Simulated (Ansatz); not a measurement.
# GeH4: harmonic frequencies at the relaxed geometry

At which frequencies does GeH4 vibrate? Wanted for GeH4: harmonic frequencies at the relaxed geometry. SMILES: [GeH4].

Program: the Python package of Ansatz 0.2.0. Level of theory: PBE0/def2-TZVP. These are calculated values, not measurements.

**1. The structure**

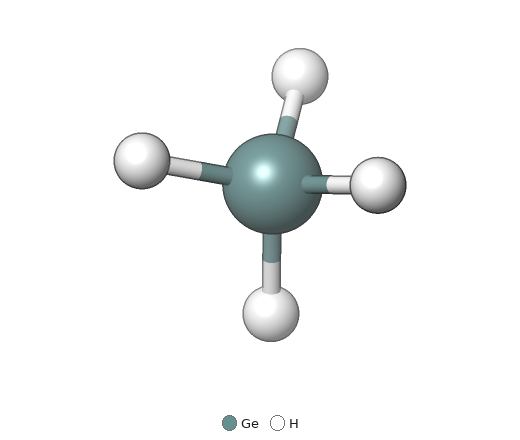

The structure that the script starts from, seen from a chosen angle (germanium teal, hydrogen white).

No structure file is read: the coordinates are typed or built in the script.

**2. Script**

Input file geh4.py:

```python
"""Vibrations and zero-point energy of GeH4."""

import itertools

import ansatz as az
from ase.data import atomic_numbers, covalent_radii
import numpy as np

system = (
    az.Crystal.molecule()
    .atom("Ge", (0.0, 0.0, 0.0))
    .atom("H", (-0.6257, -0.8936, -1.1014))
    .atom("H", (0.5799, -0.8956, 1.1245))
    .atom("H", (-1.0895, 0.9309, 0.591))
    .atom("H", (1.1354, 0.8583, -0.6141))
)

calculation = (
    system.calculation()
    .basis(gaussian="def2-TZVP")
    .functional("pbe0")
)
symbols = [site.symbol for site in system.cartesian_sites]
start = np.array([site.position_ang for site in system.cartesian_sites], dtype=float)
report = calculation.relax(force_tolerance=0.003, max_steps=100).run(threads=1, pin="off").report
end = np.array(report["positions_ang"])

# pairs closer than 1.2 times the sum of covalent radii, before or after
radius = [covalent_radii[atomic_numbers[s]] for s in symbols]
span = lambda where, i, j: np.linalg.norm(where[i] - where[j])
bonded = [(i, j) for i, j in itertools.combinations(range(len(symbols)), 2) if min(span(start, i, j), span(end, i, j)) < 1.2 * (radius[i] + radius[j])]
print("pair        before    after (A)")
for i, j in bonded:
    print(f"{symbols[i]}{i}-{symbols[j]}{j}".ljust(10), f"{span(start, i, j):8.4f} {span(end, i, j):8.4f}")
for first, second in list(itertools.combinations(bonded, 2)):
    shared = set(first) & set(second)
    if shared and symbols[(j := shared.pop())] != "H":
        i, k = sorted((set(first) | set(second)) - {j})
        u, v = end[i] - end[j], end[k] - end[j]
        angle = np.degrees(np.arccos(np.clip(u @ v / np.linalg.norm(u) / np.linalg.norm(v), -1, 1)))
        print(f"final angle {symbols[i]}{i}-{symbols[j]}{j}-{symbols[k]}{k}: {angle:.2f} deg")

# frequencies need a stationary point, so they are taken at the relaxed geometry
minimum = az.Crystal.molecule()
for symbol, place in zip(symbols, end):
    minimum = minimum.atom(symbol, place.tolist())
vibrating = minimum.calculation()
vibrating = vibrating.basis(gaussian="def2-TZVP")
vibrating = vibrating.functional("pbe0")
vibrating = vibrating.phonons(temperatures=(100, 500, 100))
vib = vibrating.run(threads=1, pin="off").report["vibrations"]
sums = vib["harmonic_sums"]
modes = [m["omega_inv_cm"] for m in sums["modes_at_gamma"] if m["rigid_motion"] == "no"]
print("frequencies (1/cm):", " ".join(f"{w:.0f}" for w in modes))
print("imaginary modes:", sum(w < 0 for w in modes), " zero-point energy:", round(sums["zero_point_energy_ev"], 4), "eV")
print("T (K)   F_vib (eV)   S_vib (meV/K)   C_vib (meV/K)")
for row in zip(sums["temperatures_k"], sums["vibrational_free_energy_ev"], vib["entropy_ev_per_k"], vib["heat_capacity_ev_per_k"]):
    print(f"{row[0]:6.1f} {row[1]:11.4f} {1000 * row[2]:13.4f} {1000 * row[3]:15.4f}")
```

**3. What the engine is handed**

The engine receives this input (first run):

```yaml
crystal:
  periodic: [false, false, false]
  atoms:
    - { symbol: Ge, position_ang: [0.0, 0.0, 0.0] }
    - { symbol: H, position_ang: [-0.6257, -0.8936, -1.1014] }
    - { symbol: H, position_ang: [0.5799, -0.8956, 1.1245] }
    - { symbol: H, position_ang: [-1.0895, 0.9309, 0.591] }
    - { symbol: H, position_ang: [1.1354, 0.8583, -0.6141] }
basis:
  gaussian:
    orbitals: def2-TZVP
hamiltonian:
  xc: pbe0
relax:
  f_tol: 0.003
  max_steps: 100
```

**4. Running it**

Launch:

```console
> python geh4.py
```

The program printed:

```text
pair        before    after (A)
Ge0-H1       1.5502   1.5344
Ge0-H2       1.5501   1.5343
Ge0-H3       1.5501   1.5343
Ge0-H4       1.5501   1.5343
final angle H1-Ge0-H2: 109.47 deg
final angle H1-Ge0-H3: 109.47 deg
final angle H1-Ge0-H4: 109.47 deg
final angle H2-Ge0-H3: 109.47 deg
final angle H2-Ge0-H4: 109.47 deg
final angle H3-Ge0-H4: 109.47 deg
frequencies (1/cm): 821 821 821 924 924 2169 2175 2175 2175
imaginary modes: 0  zero-point energy: 0.8061 eV
T (K)   F_vib (eV)   S_vib (meV/K)   C_vib (meV/K)
 100.0      0.8061        0.0000          0.0003
 200.0      0.8059        0.0066          0.0346
 300.0      0.8039        0.0367          0.1237
 400.0      0.7980        0.0849          0.2133
 500.0      0.7867        0.1410          0.2904
```

Wall time 23 s (1 thread of Arm Neoverse V1, shared host); peak memory 0.2 GiB.

**5. What changed from run to run**

The engine's inputs for the other runs:

Run 2, against run 1:

```diff
@@ -4,5 +4,5 @@
-    - { symbol: Ge, position_ang: [0.0, 0.0, 0.0] }
-    - { symbol: H, position_ang: [-0.6257, -0.8936, -1.1014] }
-    - { symbol: H, position_ang: [0.5799, -0.8956, 1.1245] }
-    - { symbol: H, position_ang: [-1.0895, 0.9309, 0.591] }
-    - { symbol: H, position_ang: [1.1354, 0.8583, -0.6141] }
+    - { symbol: Ge, position_ang: [1.5112309433979667e-05, -2.832208099711293e-06, -4.62811735289353e-06] }
+    - { symbol: H, position_ang: [-0.6193063447352432, -0.8844674523800548, -1.090139273141365] }
+    - { symbol: H, position_ang: [0.5739818363268313, -0.8865103487561179, 1.1130487118570715] }
+    - { symbol: H, position_ang: [-1.0784185064129286, 0.9214165250861059, 0.5849667122034787] }
+    - { symbol: H, position_ang: [1.1238279025119062, 0.8495641082581663, -0.607871522801832] }
@@ -14,3 +14,5 @@
-relax:
-  f_tol: 0.003
-  max_steps: 100
+phonons:
+  temperatures:
+    t_min: 100.0
+    t_max: 500.0
+    t_step: 100.0
```

**6. The engine's runs**

From the records of these 2 runs:

```
run  kind of run  energy from run 1 (eV)  SCF cycles in all  CPU time (s)
  1   relaxation                  0.0000                 32           4.7
  2      phonons                  0.0000                126            17
```

**7. The relaxation of run 1, step by step**

Relaxation path:

```
step  E - E(step 1) (eV)  largest force component (eV/Å)
   1              0.0000                          0.1948
   2             -0.0084                          0.0187
   3             -0.0085                          0.0001
```

Step 1 is the start.

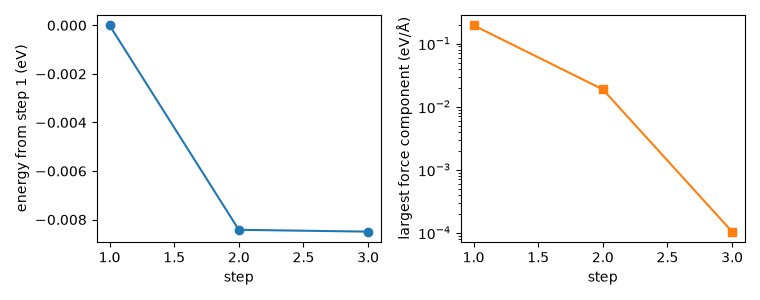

Energy and largest force along the relaxation.

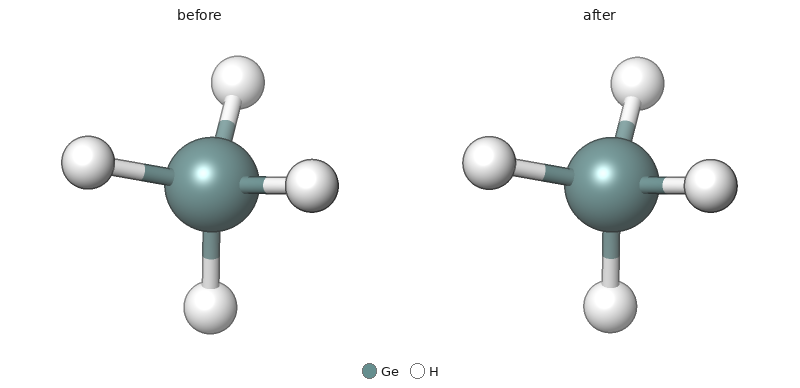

The structure before (left) and after (right) the relaxation, drawn at the same scale. The change is too small to see at this scale.

Before: Bond lengths: Ge1–H2 1.550 Å, Ge1–H3 1.550 Å, Ge1–H4 1.550 Å, Ge1–H5 1.550 Å. Angles: H2–Ge1–H3 109.5°, H2–Ge1–H4 109.5°, H2–Ge1–H5 109.5°, H3–Ge1–H4 109.5°, H3–Ge1–H5 109.5°, H4–Ge1–H5 109.5°.

After: Bond lengths: Ge1–H2 1.534 Å, Ge1–H3 1.534 Å, Ge1–H4 1.534 Å, Ge1–H5 1.534 Å. Angles: H2–Ge1–H3 109.5°, H2–Ge1–H4 109.5°, H2–Ge1–H5 109.5°, H3–Ge1–H4 109.5°, H3–Ge1–H5 109.5°, H4–Ge1–H5 109.5°.

**8. Vibrations**

Frequencies (cm⁻¹; negative: imaginary): 821, 821, 821, 924, 924, 2169, 2175, 2175, 2175.

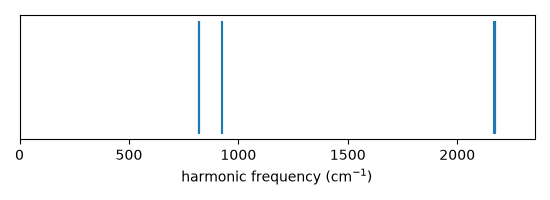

The harmonic frequencies as lines of equal height (no intensities).

**9. Summary of results**

| quantity | value |
| --- | --- |
| runs compared | 2 |
| moves of the relaxation of run 1 | 2 |
| energy gained in run 1 | 0.008 eV |
| last largest force component of run 1 | 0.0001 eV/Å |
| highest frequency | 2175 cm⁻¹ |
| imaginary modes | 0 |
| zero-point energy | 0.806 eV |

What this shows: Run 1: The relaxation took 2 moves; the largest shift is 0.016 Å. All frequencies are real, so the geometry is a minimum. The values are harmonic; measured fundamentals also hold anharmonic shifts, mostly downward for stretches. The frequencies are harmonic and unscaled, in a modest basis.
